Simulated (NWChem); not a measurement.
# RbI (SMILES [Rb][I]): M08-HX/def2-QZVP (core potential)

What is the vertical ionisation energy of RbI at M08-HX/def2-QZVP (core potential)? 

The calculation is run with NWChem 7.3.0.

1 further run of the same task is left out (it didn't finish).

### 1 The structure to begin with

RbI has 2 atoms, charge 0, and is taken as a singlet. SMILES: `[Rb][I]`. Geometry: the measured bond length.

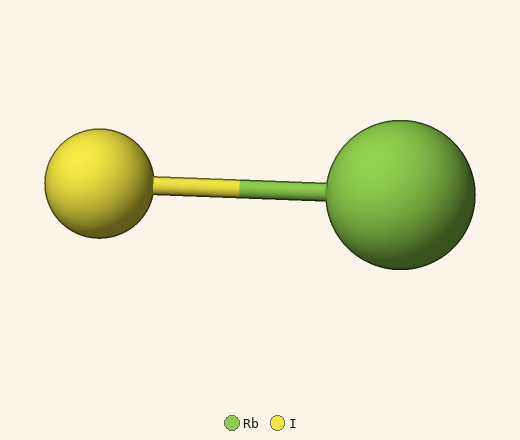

The structure, seen from a chosen angle (rubidium green, iodine yellow).

### 2 A single-point energy at M08-HX/def2-QZVP (core potential)

m1.nw reads:

```
echo
START m1
memory stack 880 mb heap 220 mb global 1100 mb
GEOMETRY units angstrom noautosym nocenter noautoz
  Rb       0.000000       0.000000       0.000000
  I        0.000000       0.000000       3.176879
END
BASIS "ao basis" spherical
  Rb library def2-QZVP
  I library def2-QZVP
END
ECP
  Rb library def2-ecp
  I library def2-ecp
END
DFT
  xc m08-hx
  grid fine
  convergence energy 1e-05
  iterations 200
  print low
END
TASK dft energy
```

On the command line:

```bash
$ nwchem m1.nw > m1.out
```

The program printed:

```text
[...]
 d= 0,ls=0.0,diis     1   -321.7511171228 -3.59D+02  5.23D-03  1.43D-01     5.8
[...]
 d= 0,ls=0.0,diis     7   -321.7746379722 -5.78D-08  2.25D-06  1.98D-08    29.3
         Total DFT energy =     -321.774637972200
      One electron energy =     -635.125056306723
           Coulomb energy =      301.793335228753
    Exchange-Corr. energy =      -25.921486592645
 Nuclear repulsion energy =       37.478569698415
[...]
```

It took 30 s on 1 thread of Intel Xeon 6975P-C (Granite Rapids), shared host; peak memory 0.15 GiB.

### 3 The doublet cation

run.py reads:

```python
from ase import Atoms
from ase.calculators.nwchem import NWChem

atoms = Atoms('RbI', positions=[
    [0.000000, 0.000000, 0.000000],
    [0.000000, 0.000000, 3.176879],
])

calc = NWChem(
    label='run',
    theory='dft',
    memory='2200 mb',
    basis='def2-QZVP',
    basispar='spherical',
    charge=1,
    ecp={'Rb library': 'def2-ecp', 'I library': 'def2-ecp'},
    dft={'xc': 'm08-hx', 'mult': '2', 'grid': 'fine', 'convergence': 'energy 1e-05', 'iterations': '150'},
    task='energy',
)
atoms.calc = calc

print("Total energy (eV):", round(atoms.get_potential_energy(), 6))
```

On the command line:

```bash
$ export ASE_NWCHEM_COMMAND="nwchem PREFIX.nwi > PREFIX.nwo"
$ python run.py
```

The program printed:

```text
Total energy (eV): -8748.074358
```

The calculator wrote run.nwi:

```
title "run"

permanent_dir run

scratch_dir run

start run

geometry units angstrom nocenter noautosym noautoz
  Rb 0.0000000000000000e+00 0.0000000000000000e+00 0.0000000000000000e+00
  I  0.0000000000000000e+00 0.0000000000000000e+00 3.1768790000000000e+00
end

charge 1

memory 2200 mb

basis spherical noprint
   * library def2-QZVP
end

ecp
  Rb library def2-ecp
  I library def2-ecp
end
dft
  xc m08-hx
  mult 2
  grid fine
  convergence energy 1e-05
  iterations 150
end

task dft energy
```

run.nwo:

```text
Northwest Computational Chemistry Package (NWChem) 7.3.0
             --------------------------------------------------------

           Job information
           ---------------

    nwchem branch   = 7.3.0
    use scalapack   = T
    input           = run.nwi
    prefix          = run.
    data base       = run/run.db
    status          = startup
    nproc           =        1

           Memory information
           ------------------

    heap     =     72089596 doubles =      550.0 Mbytes
    stack    =     72089601 doubles =      550.0 Mbytes
    global   =    144179200 doubles =     1100.0 Mbytes (distinct from heap & stack)
    total    =    288358397 doubles =     2200.0 Mbytes
    verify   = yes
    hardfail = no

           Directory information
           ---------------------

  0 permanent = run
  0 scratch   = run

                                NWChem Input Module
                                -------------------

                                        run
                                        ---

 Scaling coordinates for geometry "geometry" by  1.889725989
 (inverse scale =  0.529177249)

                             Geometry "geometry" -> ""
                             -------------------------

 Output coordinates in angstroms (scale by  1.889725989 to convert to a.u.)

[... 13 lines left out ...]
            Nuclear Dipole moment (a.u.)
[... 55 lines left out ...]
          Convergence on density requested:  1.00D-05
[... 20 lines left out ...]
          Spatial weights used:  Erf1
[... 3 lines left out ...]
          Convergence aids based upon iterative change in
[... 54 lines left out ...]
         Total DFT energy =     -321.485805624296
[... 1 line left out ...]
           Coulomb energy =      292.988036795972
[... 1 line left out ...]
 Nuclear repulsion energy =       37.478569698415
[... 946 lines left out ...]
                     DFT Final Beta Molecular Orbital Analysis
[... 994 lines left out ...]
   alpha    101    102    103    104    105    106    107    108    109    110
    beta    101    102    104    105    103    106    107    108    109    110
 overlap   0.993  0.984  1.000  1.000  1.000  0.985  0.999  1.000  0.999  1.000

   alpha    111    112    113    114    115    116    117    118    119    120
    beta    111    112    114    113    115    116    117    119    118    120
 overlap   0.994  0.989  1.000  0.989  0.995  0.990  0.990  0.992  1.000  0.997

   alpha    121    122    123    124    125    126    127    128    129    130
    beta    121    122    123    124    125    126    127    128    129    130
 overlap   1.000  0.992  1.000  0.997  1.000  1.000  1.000  1.000  1.000  1.000

   alpha    131
    beta    131
 overlap   1.000

     --------------------------
     Expectation value of S2:
     --------------------------
      <S2> =      0.7532 (Exact =     0.7500)

 center of mass
 --------------
 x =   0.00000000 y =   0.00000000 z =   3.59676228

 moments of inertia (a.u.)
 ------------------
        1833.490990168272           0.000000000000           0.000000000000
           0.000000000000        1833.490990168272           0.000000000000
           0.000000000000           0.000000000000           0.000000000000

     Multipole analysis of the density
     ---------------------------------

     L   x y z        total         alpha         beta         nuclear
     -   - - -        -----         -----         ----         -------
     0   0 0 0      1.000000    -17.000000    -16.000000     34.000000

     1   1 0 0     -0.000006     -0.000004     -0.000003      0.000000
[... 8 lines of this table left out ...]
     2   0 0 2    -21.291836   -479.221877   -443.099496    901.029537

 Task  times  cpu:       30.4s     wall:       30.4s
 Total times  cpu:       30.4s     wall:       30.4s
```

Wall time 32 s (1 thread of Intel Xeon 6975P-C (Granite Rapids), shared host); peak memory 0.15 GiB.

### 4 Outcome

Level: M08-HX/def2-QZVP (core potential).

```
                                          quantity          value
                         singlet RbI: total energy  -321.77464 Eh
                      doublet cation: total energy  -321.48581 Eh
doublet cation: HOMO energy (highest over α and β)      -13.52 eV
 doublet cation: LUMO energy (lowest over α and β)       -9.01 eV
                              doublet cation: ⟨S²⟩          0.753
vertical ionisation energy (to the doublet cation)       7.860 eV
```

**Reading.** Removing an electron at fixed nuclei costs 7.86 eV (181 kcal/mol).
